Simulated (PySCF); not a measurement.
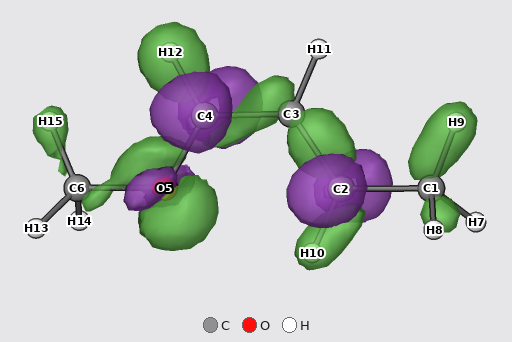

C₅H₉O, charge +1, SMILES `C[CH+]/C=C\OC`. Unrelaxed difference density of T₂ less the ground state (full linear response triplet states), ±0.05 e/Å³; purple: gain, green: loss.

Computed with PySCF, PBE0/6-31+G*, geometry: GFN2-xTB. No frequency check shows the geometry to be a minimum.

> How does the charge move on excitation?

0.72 e is displaced in all, of which about 0.4 e passes between atoms: O5 (0.15 e) and H12 (0.05 e) lose electrons and C4 (0.21 e) and C2 (0.17 e) gain them. The state: 5.15 eV (241 nm), spin-forbidden from the singlet ground state; the leading pair carries 99 %; hole on O5 (29 %), C4 (11 %) and C2 and C3 (10 % each), electron on C4 (33 %), C2 (26 %) and O5 (15 %); their centroids lie 0.3 Å apart.
